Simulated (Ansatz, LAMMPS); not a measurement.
# Glassy 67P2O5-33BaO (mol %) (128 atoms): where an added charge goes, part 2 of 4

Does an extra electron or hole in glassy 67P2O5-33BaO (mol %) (128 atoms) stay spread out, or do the atoms trap it?

Ansatz 0.2.0; Kohn-Sham DFT, PBE, PAW (set soft_2), plane waves.

The cell: 32 P, 8 Ba and 88 O. The quench rate of 200 K/ps far exceeds what a furnace or splat quench reaches. The starting topology of bonds comes from the classical model. The Brillouin zone is sampled at Γ only, in a cell whose shortest periodic width is 12 Å. No spin–orbit coupling is included.

So far. Step 2 (Single point at the start): The r.m.s. force at the start is 1.3 eV/Å. Step 3 (Relaxation): The relaxation converged after 55 steps, 19.0 eV below its start, with a largest force component of 0.044 eV/Å.

### Step 4. Single point at the relaxed geometry

The electronic structure is read at the final geometry, in a run of its own.

Input file input.yaml:

```yaml
crystal:
  lattice:
    - [12.32022, 0.0, 0.0]
    - [0.0, 12.32022, 0.0]
    - [0.0, 0.0, 12.32022]
  atoms:
    - { symbol: P, position: [0.41319, 0.76351, 0.74905] }
    - { symbol: P, position: [0.24943, 0.49247, 0.35854] }
    - { symbol: P, position: [0.59284, 0.2717, 0.85084] }
    - { symbol: P, position: [0.22177, 0.08204, 0.20462] }
    - { symbol: P, position: [0.28056, 0.70638, 0.57466] }
    - { symbol: P, position: [0.55551, 0.94051, 0.01062] }
    [... 116 atom lines left out ...]
    - { symbol: O, position: [0.74216, 0.43539, 0.26145] }
    - { symbol: O, position: [0.56771, 0.15337, 0.82347] }
    - { symbol: O, position: [0.28764, 0.6018, 0.29002] }
    - { symbol: O, position: [0.3898, 0.75694, 0.61728] }
    - { symbol: O, position: [0.6059, 0.53405, 0.89674] }
    - { symbol: O, position: [0.76619, 0.03665, 0.32497] }
kpoints:
  mp_grid: { grid: [1, 1, 1] }
hamiltonian:
  xc: pbe
scf:
  occupations: { method: fixed }
output:
  forces: true
  stress: true
  populations: true
  dos:
    method: { smearing: { sigma: 0.1 } }
    de: 0.1
    projected: { site_lists: { Ba: [Ba], O: [O], P: [P] } }
  eigenvalues: true
  write_density: true
  write_potential: true
  volumetric_format: npy
  elf: true
```

Started as:

```
$ ansatz run input.yaml --threads 4 --pin off --max-ram 8192MiB --backend cpu --events-out ev --progress --plain --runs-dir out
```

Numbers of over 12 decimals in the logs are rounded to 6 here.

The program printed:

```text
[...]
Crystal: 128 atoms, lattice volume = 1870.059 Å³
Basis set: ecut = 420 eV, 36377 PW (Γ), exchange–correlation on 180×180×180 points (8 copies of the dense FFT grid, shifted against one another)
Bands: 512, of which v1, the nominal top of the filled ones, is band 384 counted from 1 (383 counted from 0)
Symmetry: 1 space group operations
[...]
k-points: 1
[...]
SCF iter   1: F=—  HF=-121774.330153 eV  |F-HF|=—  |Δ(HF+E_count)|=         —  Δρ=3.37e-3  dr2=3.00e-1  ethr=1.77e-3  ⟨swp⟩=7.0  Hψ=2084  notcnv=0  defer=126
[...]
SCF iter  10: F=-121774.289161 eV  HF=-121774.289161 eV  |F-HF|=3.05e-8  |Δ(HF+E_count)|=   4.64e-8  Δρ=1.93e-6  dr2=6.21e-8  ethr=1.30e-11  ⟨swp⟩=33.0  Hψ=7300  notcnv=0
SCF 1 converged in 10 iterations: F = -121774.289161 eV  dr2 = 6.21e-8
[...]
WARN: The input density's exchange-correlation potential varies sharply where the density is thin. Do not read a vacuum level from v_tot or v_xc, or from such a field of the output density. On a cell that repeats whose density bears no net charge and no dipole along the vacuum's axis use v_es (v_loc + v_h of the components); [...]
SCF converged after 10 iterations
Free energy (F): -121774.289161 eV
[...]
Internal energy: -121774.289161 eV  (E = F + TS)
E sigma→0 (E₀):  -121774.289161 eV
Fermi energy:    4.220357 eV
[...]
--- Forces (eV/Å), atoms counted from 1 ---
  atom   1  P     -0.01038782    -0.00947730    -0.00405100
  atom   2  P     -0.00058766    -0.00337327    -0.00404904
  atom   3  P      0.00834333    -0.02079127     0.01869552
  atom   4  P     -0.00231226    -0.00759235    -0.01192160
  atom   5  P      0.00771917    -0.02145400     0.00737877
  atom   6  P     -0.00446443     0.00271988    -0.00511295
  atom   7  P      0.00645876     0.00097301    -0.00263225
  atom   8  P     -0.02398181     0.00088135    -0.01783955
  atom   9  P     -0.00187904     0.00616413     0.00311586
  atom  10  P      0.01002806     0.00469230    -0.00201586
  atom  11  P     -0.01054629    -0.00081728    -0.00012830
  atom  12  P     -0.01444026    -0.00889963    -0.00326626
  atom  13  P     -0.01436752    -0.00472690     0.00012357
  atom  14  P     -0.00815074     0.00038362    -0.00407907
[...]
atom 127  O     -0.00027048     0.00394828     0.00050125
  atom 128  O     -0.00599120    -0.00400954    -0.01806160
  max |Σ_I F_I| component: 1.17e-4 eV/Å
--- Stress (GPa, compression-positive) ---
       -0.382168       0.825191       0.493851
        0.825192       0.602944      -0.079007
        0.493851      -0.079009       0.494458
  P = ⅓ Tr σ = 0.2384 GPa (2.384 kbar)
--- Band table (eV) ---
[...]
--- Löwdin populations: 128 sites ---
  site symbol       q [e]
     0      P      2.8626
     1      P      2.8638
     2      P      2.9155
[...]
127      O      6.7277
  spilling = 0.017586 (of n_electrons = 768.000000)
```

Run time: 22 s. Hardware: 4 threads of Intel Xeon 6975P-C (Granite Rapids), shared host; peak memory 2.9 GiB.

The program notes that the exchange-correlation potential is rough where the density is thin.

The run gave:

```
free energy                                      : -121774.2892 eV
free energy per atom                             : -951.3616 eV/atom
SCF cycles                                       : 10
pressure                                         : 0.2384 GPa
r.m.s. force component                           : 0.0076 eV/Å
longest force                                    : 0.05095 eV/Å
Fermi energy                                     : 4.22 eV
gap (highest filled to lowest empty level) : 3.304 eV
spilling of the projection                       : 0.01759
```

Density of states as counts of states in windows of 1 eV (from the Fermi level), total and the larger projections:

```
from (eV)  to (eV)  total   O p  P p  O s  Ba p
      -14      -13    7.2   4.1  0.8  0.8   0.0
      -13      -12   10.2   5.7  1.4  1.1   0.3
      -12      -11   44.0   8.9  2.1  1.3  29.8
      -11      -10   31.5  11.0  3.3  1.2  14.5
      -10       -9   22.9  15.1  5.4  0.9   0.4
       -9       -8   13.7   9.5  3.1  0.5   0.1
       -8       -7   11.9   8.5  1.5  1.3   0.0
       -7       -6   42.3  29.9  4.2  5.6   0.4
       -6       -5   65.7  51.4  5.5  5.7   0.5
       -5       -4   72.3  61.6  3.9  3.8   0.5
       -4       -3   69.8  62.6  2.5  2.1   0.3
       -3       -2   96.0  88.6  3.2  1.0   0.4
       -2       -1   70.8  67.0  1.5  0.4   0.2
       -1        0   14.9  14.3  0.2  0.1   0.0
        0        1    0.8   0.8  0.0  0.0   0.0
        1        3    0.0   0.0  0.0  0.0   0.0
        3        4    4.2   0.8  0.4  0.8   0.0
        4        5   13.9   1.7  1.3  1.6   0.0
```

With fixed occupations the program's Fermi level is the highest filled level; weight inside the gap is the broadening of levels at its edges.

Between -26 and -14 eV lie 188 more states.

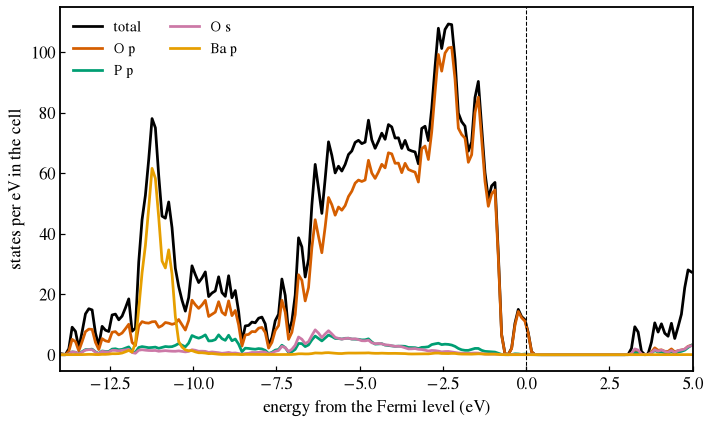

Total and projected density of states, with the broadening of the input.

The levels nearest the highest filled one (over half full), pooled over k-points and spins:

| level less the highest filled one (eV) | occupation |
| --- | --- |
| -0.913 | 2 |
| -0.871 | 2 |
| -0.847 | 2 |
| -0.297 | 2 |
| -0.171 | 2 |
| 0 | 2 |
| 3.30 | 0 |
| 3.87 | 0 |
| 4.09 | 0 |
| 4.36 | 0 |
| 4.61 | 0 |
| 4.77 | 0 |

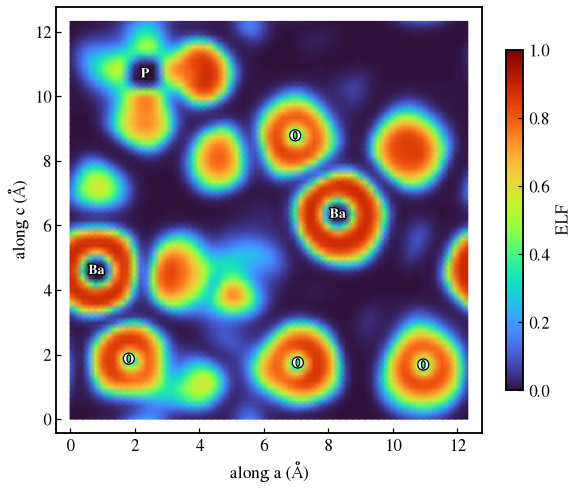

ELF in the ac plane at fractional y = 0.164, with atoms of P and Ba and O within 0.2 Å of it. It is the smooth field of the valence electrons, not physical close to the nuclei. The map starts off the cell's origin, so that atoms lie inside it.

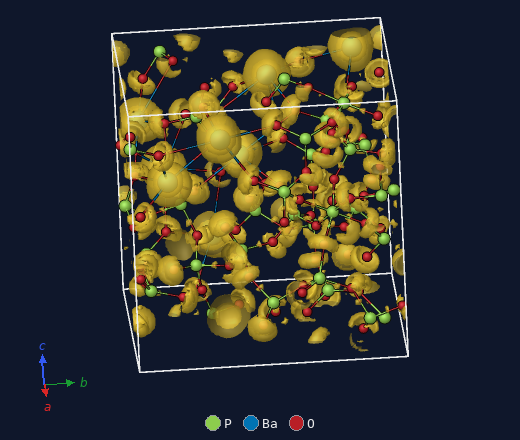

Surface of ELF = 0.83. Bonds to atoms that aren't drawn are left out.

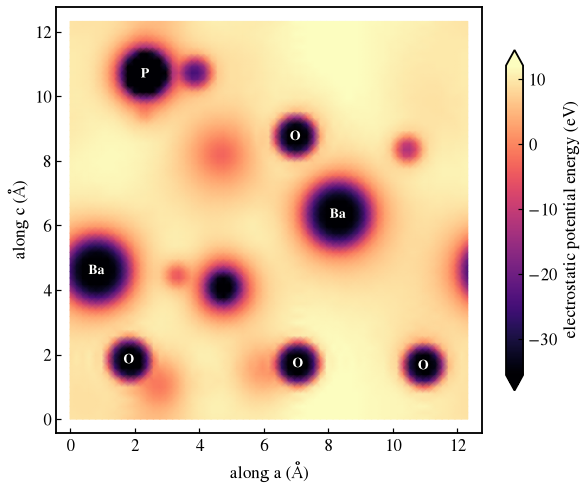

Electrostatic potential energy in the ac plane at fractional y = 0.164, with atoms of P and Ba and O within 0.2 Å of it. With pseudopotentials it is smooth inside the atoms' cores, unlike the true potential. The map starts off the cell's origin, so that atoms lie inside it.

The highest filled and lowest empty levels differ by 3.30 eV (at Γ alone); a semilocal functional tends to put such gaps too low. In a disordered cell it changes from sample to sample, and tail or defect levels can set it.

### Step 5. An extra electron, atoms held

The electron count changes by one with the atoms held: a vertical process, on a uniform background, with spin and a narrow Fermi–Dirac smearing. Its energy against the neutral cell hangs on the program's zero of potential.

Input file input.yaml:

```yaml
crystal:
  lattice:
    - [12.32022, 0.0, 0.0]
    - [0.0, 12.32022, 0.0]
    - [0.0, 0.0, 12.32022]
  atoms:
    [... the 128 atom lines of step 4 ...]
total_charge: -1
kpoints:
  mp_grid: { grid: [1, 1, 1] }
hamiltonian:
  xc: pbe
scf:
  occupations: { method: fermi_dirac, width: 0.01 }
  lower_state_search: "off"
output:
  forces: true
  stress: true
  populations: true
  dos:
    method: { smearing: { sigma: 0.08 } }
    de: 0.1
    projected: { site_lists: { Ba: [Ba], O: [O], P: [P] } }
  eigenvalues: true
  write_density: true
  write_potential: true
  volumetric_format: npy
magnetization:
  spin_polarized: true
  initial_magnetization: 1
```

The program printed:

```text
[...]
Crystal: 128 atoms, lattice volume = 1870.059 Å³
Basis set: ecut = 420 eV, 36377 PW (Γ), exchange–correlation on 180×180×180 points (8 copies of the dense FFT grid, shifted against one another)
Bands: 513, of which v1, the nominal top of the filled ones, is band 385 counted from 1 (384 counted from 0)
Symmetry: 1 space group operations
[...]
k-points: 1
[...]
Starting moments: Σ|m| = 1 μB on 128 of 128 sites
[...]
SCF iter   1: F=—  HF=-121837.377985 eV  |F-HF|=—  |Δ(HF+E_count)|=         —  Δρ=4.99e-2 (↑4.95e-2 ↓4.99e-2)  dr2=2.31e2  dr2_m=2.82e-2  M=1.000 μB ∫|m|=1.037 μB  β_m=1.00  ethr=3.10e-3  ⟨swp⟩=11.0  Hψ=6522  notcnv=0  defer=227
[...]
spin=Collinear: Resta preconditioning applied to the charge; magnetization (m = ρ↑ − ρ↓) channel mixes plain (no charge-response kernel on spin).
SCF iter   2: F=—  HF=-121790.127227 eV  |F-HF|=—  |Δ(HF+E_count)|=         —  Δρ=2.66e-2 (↑2.65e-2 ↓2.66e-2)  dr2=7.93e1  dr2_m=1.46e-3  M=1.000 μB ∫|m|=1.048 μB  β_m=0.30  ethr=3.10e-3  ⟨swp⟩=3.5  Hψ=1936  notcnv=0  defer=240
[...]
SCF iter   8: F=—  HF=-121766.654315 eV  |F-HF|=—  |Δ(HF+E_count)|=   2.39e-2  Δρ=5.05e-4 (↑4.86e-4 ↓5.05e-4)  dr2=9.43e-3  dr2_m=2.29e-3  M=0.832 μB ∫|m|=0.878 μB  β_m=0.30  ethr=6.17e-6  ⟨swp⟩=9.5  Hψ=1630  notcnv=0  defer=240
[...]
spin-set hold released at iteration 8 (site moments contracting): the magnetisation degrees of freedom join the quasi-Newton model from the next iteration; the mixer history was flushed
SCF iter   9: F=—  HF=-121766.659485 eV  |F-HF|=—  |Δ(HF+E_count)|=   5.17e-3  Δρ=3.70e-4 (↑3.70e-4 ↓3.62e-4)  dr2=5.55e-3  dr2_m=1.48e-3  M=0.856 μB ∫|m|=0.902 μB  β_m=0.65  ethr=1.23e-6  ⟨swp⟩=5.0  Hψ=1364  notcnv=0  defer=240
[...]
SCF iter  17: F=-121766.675425 eV  HF=-121766.675425 eV  |F-HF|=6.82e-9  |Δ(HF+E_count)|=   8.39e-8  Δρ=5.98e-7 (↑5.70e-7 ↓5.98e-7)  dr2=2.82e-8  dr2_m=2.55e-10  M=0.929 μB ∫|m|=0.992 μB  ethr=1.10e-11  ⟨swp⟩=9.5  Hψ=7261  notcnv=0
SCF 1 converged in 17 iterations: F = -121766.675425 eV  dr2 = 2.82e-8
[...]
SCF converged after 17 iterations
Magnetization: 0.9294 μB (384.9647 up, 384.0353 down)
Absolute magnetization: 0.9925 μB (∫|ρ↑−ρ↓|, with the PAW one-centre terms)
[...]
Per-site moments (μB) at R_I (Å): [(0.000900848, 0.617419), (0.00105077, 0.613915), (0.000336951, 0.619900), (0.0011283, 0.605199), (0.00344241, 0.610264), [...]
Free energy (F): -121766.675425 eV
[...]
Internal energy: -121766.672371 eV  (E = F + TS)
E sigma→0 (E₀):  -121766.673898 eV
Entropy (-TS):   -0.003054 eV (-0.024 meV/atom)
Fermi energy:    7.708997 eV
[...]
--- Forces (eV/Å), atoms counted from 1 ---
  atom   1  P      0.08736885     0.03066681    -0.10277259
  atom   2  P      0.05506125     0.27381381    -0.12542731
  atom   3  P      0.02257745     0.01772940    -0.01610102
  atom   4  P     -0.11237231    -0.25279241     0.09583264
  atom   5  P     -0.14294693    -0.07071232    -0.34102062
  atom   6  P      0.00874560    -0.19563221     0.00488468
  atom   7  P     -0.02633501    -0.01887015     0.00274608
  atom   8  P      0.02094948    -0.18119736    -0.06000314
  atom   9  P     -0.03529290     0.10637653    -0.14592349
  atom  10  P     -0.42867817     0.08311465    -0.19027703
  atom  11  P      0.21967653    -0.25475579    -0.06640087
  atom  12  P     -0.05045815     0.05264893    -0.07408332
  atom  13  P     -0.00423084    -0.05149682    -0.08653517
  atom  14  P     -0.06337098    -0.02860388     0.01832029
[...]
atom 127  O     -0.01738995    -0.06636418    -0.07767869
  atom 128  O      0.08827697     0.15043035    -0.12229204
  max |Σ_I F_I| component: 4.08e-5 eV/Å
--- Stress (GPa, compression-positive) ---
        0.494898       0.699358       0.483980
        0.699359       1.341888      -0.085804
        0.483981      -0.085805       1.233630
  P = ⅓ Tr σ = 1.0235 GPa (10.235 kbar)
--- Band table (eV) ---
[...]
--- Löwdin populations: 128 sites ---
  site symbol       q [e]    m [muB]
     0      P      2.8663     0.0037
     1      P      2.8692     0.0049
     2      P      2.9182     0.0008
[...]
127      O      6.7326     0.0027
  spilling = 0.017619 (of n_electrons = 769.000000)
```

Wall time 63 s (4 threads); peak memory 4.9 GiB; 4.1 min of CPU time.

An extra electron, atoms held: the energy stands 7.61 eV above that of the reference, with a moment of 0.93 μB.

The levels nearest the highest filled one (over half full), pooled over k-points and spins:

```csv
level less the highest filled one (eV),occupation
-3.76,1
-3.55,1
-3.55,1
0,0.965
0.0662,0.035
0.643,0
0.729,0
0.759,0
```

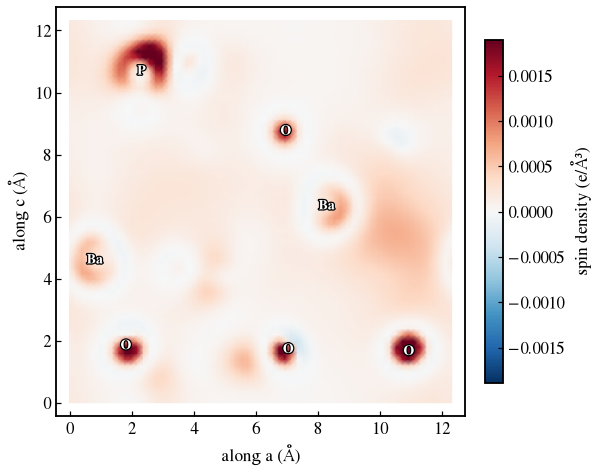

Spin density in the ac plane at fractional y = 0.164, with atoms of P and Ba and O within 0.2 Å of it. The map starts off the cell's origin, so that atoms lie inside it.

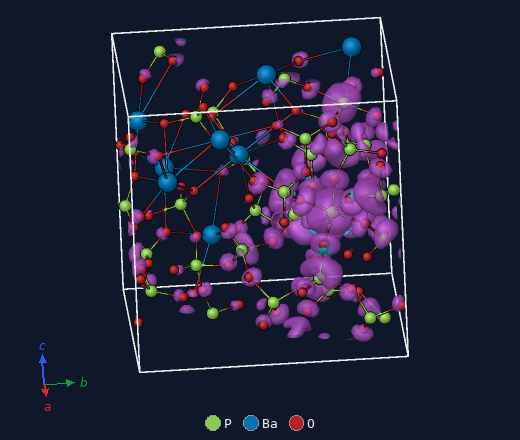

Surfaces of spin density = ±0.003 e/Å³, which hold about 50 % of the integral of its size. The two colours are the two signs. Bonds to atoms that aren't drawn are left out.

(Continued in part 3 of 4.)

[Logs are printed without paths, hosts, clocks, repeated set-up lines and the standing remarks that a program may print on its own settings, such as how far it seeks lower states.]

[Hosts, paths, dates, database ids (printed as entryN), source tags and the programs' standing remarks are cut or masked in the printed files.]
